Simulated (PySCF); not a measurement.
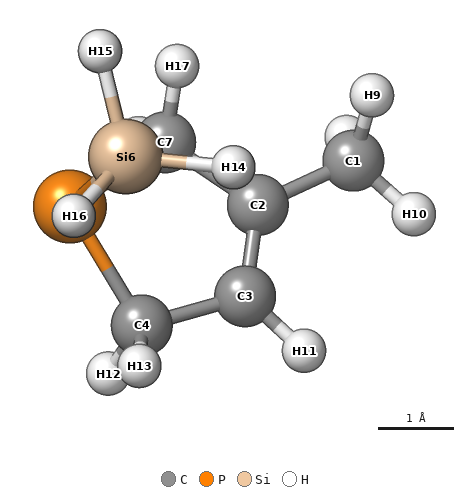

Fig. 1: The structure as given in the input (ball-and-stick view, seen at a tilt; atoms are numbered from 1 in the order of the input). Bond lengths as drawn: C–C 1.32 to 1.50 Å, C–H 1.08 to 1.10 Å, C–P 1.87 Å, H–Si 1.46 to 1.47 Å and P–Si 2.24 Å.

# Excited-state calculation of C₅H₁₁PSi

The run: excited-state calculation of C₅H₁₁PSi. Method and program: TDDFT CAM-B3LYP/def2-SVPD, vertical, gas phase, core orbitals frozen in the response (PySCF 2.14.0).

The geometry comes from this level: GFN2-xTB.

**Log**
```
coarse grid: 15504 points
cycle   1  E = -827.3966822006  dE =  8.478e-01  |g| = 2.900e-01  |ddm| = 8.427e+00
cycle   2  E = -827.4131822345  dE = -1.650e-02  |g| = 2.029e-01  |ddm| = 1.283e+00
cycle   3  E = -827.4240904425  dE = -1.091e-02  |g| = 4.715e-02  |ddm| = 6.430e-01
cycle   4  E = -827.4247013789  dE = -6.109e-04  |g| = 1.714e-02  |ddm| = 1.601e-01
cycle   5  E = -827.4247816562  dE = -8.028e-05  |g| = 4.223e-03  |ddm| = 4.953e-02
cycle   6  E = -827.4247863019  dE = -4.646e-06  |g| = 1.623e-03  |ddm| = 1.309e-02
final grid: 138984 points
cycle   7  E = -827.5417093227  dE = -3.074e-05  |g| = 3.947e-03  |ddm| = 1.067e-01
cycle   8  E = -827.5417083431  dE =  9.797e-07  |g| = 4.482e-03  |ddm| = 2.303e-02
cycle   9  E = -827.5417135532  dE = -5.210e-06  |g| = 4.952e-04  |ddm| = 9.904e-03
cycle  10  E = -827.5417136082  dE = -5.497e-08  |g| = 1.786e-04  |ddm| = 1.354e-03
cycle  11  E = -827.5417136169  dE = -8.711e-09  |g| = 4.781e-05  |ddm| = 6.770e-04
cycle  12  E = -827.5417136176  dE = -6.664e-10  |g| = 8.697e-06  |ddm| = 1.425e-04
```

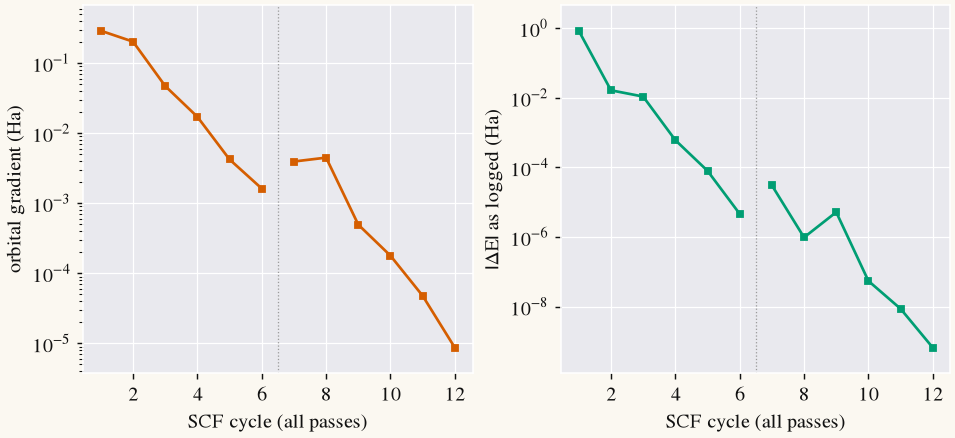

Fig. 2: Convergence of the self-consistent field: orbital gradient and size of the energy change against the SCF cycle. The dotted line marks the change from a coarse to the final integration grid. The first 6 cycles use a coarse grid, the final grid takes over at cycle 7, and the field converges after 12 cycles in all.

```
converged SCF energy = -827.5417136176

Static polarisability (au): isotropic 108.496, principal 99.193 108.080 118.216

Singlet excitations
state   eV       nm        f      main configurations
  1   5.7300    216.4   0.00630   H->L+2 0.41, H->L+1 0.35, H->L 0.09
  2   6.0803    203.9   0.12279   H->L 0.67, H->L+1 0.23
  3   6.4394    192.5   0.03096   H-1->L 0.59, H-1->L+1 0.17, H-1->L+2 0.16
  4   6.5079    190.5   0.02234   H-1->L+1 0.33, H-1->L 0.33, H-1->L+2 0.22
  5   6.5449    189.4   0.00032   H->L+3 0.67
  6   6.7297    184.2   0.05770   H->L+2 0.37, H->L+1 0.25, H->L+4 0.10
  7   6.9499    178.4   0.04252   H-1->L+2 0.33, H-1->L+1 0.29, H-1->L+3 0.18
  8   6.9742    177.8   0.03116   H->L+5 0.57, H->L+4 0.10

Triplet excitations (Tamm-Dancoff, eV): 4.3116 4.9894 5.0840
```

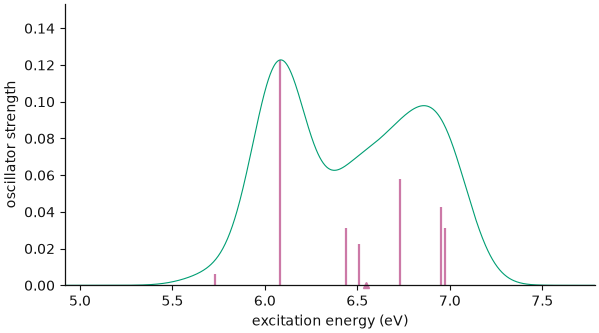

Fig. 3: Computed excitations as sticks (degenerate states added up, dark ones marked on the axis), with a Gaussian envelope of 0.35 eV full width at half maximum, scaled to the tallest. Of the 8 states the lowest lies at 5.73 eV (f = 0.006); the strongest line is at 6.08 eV, or 204 nm (f = 0.123).

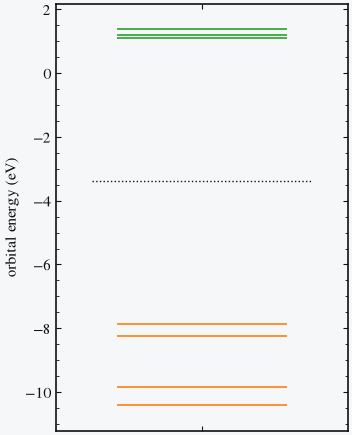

Fig. 4: Orbital energies near the frontier; the dotted line parts filled from empty levels, and levels within 0.02 eV of each other stand side by side. Highest filled −7.88 eV, lowest empty 1.10 eV, 8.98 eV apart.

The run was set up as follows.

**Input**
```
{"job": {"kind": "uv", "xc": "CAM-B3LYP", "basis": "def2-SVPD", "nstates": 8, "ntriplets": 3}, "charge": 0, "multiplicity": 1}
C     -2.360310     0.256966    -0.672734
C     -1.030380    -0.147664    -0.130097
C     -0.429077    -1.313035    -0.315812
C      0.898560    -1.508046     0.346509
P      1.464632     0.196771     0.865704
Si     2.184931     0.904943    -1.134730
C     -0.288487     0.828854     0.740753
H     -3.038728     0.514134     0.140601
H     -2.254695     1.137216    -1.306970
H     -2.800190    -0.546565    -1.257692
H     -0.854017    -2.125285    -0.885366
H      0.796739    -2.145333     1.233159
H      1.635185    -1.980752    -0.307792
H      1.295837     0.603315    -2.261953
H      2.338362     2.358169    -1.044380
H      3.479296     0.266368    -1.374552
H     -0.308961     1.848409     0.347992
H     -0.737456     0.857852     1.740944
```

The first line tells a small driver script what to run in PySCF; the rest is the geometry in Å.

Command:
```bash
OMP_NUM_THREADS=1 python <driver script> task.json out
```

**Results in brief**

- outcome: converged
- total energy: −827.541714 hartree
- HOMO: −7.88 eV
- LUMO: 1.10 eV
- dipole moment: 1.63 D
- mean polarisability: 108.50 a.u.
- lowest singlet excitation: 5.73 eV
- hardware: 1 CPU thread, shared host
- wall time: 52 s
- peak memory: 1.1 GiB
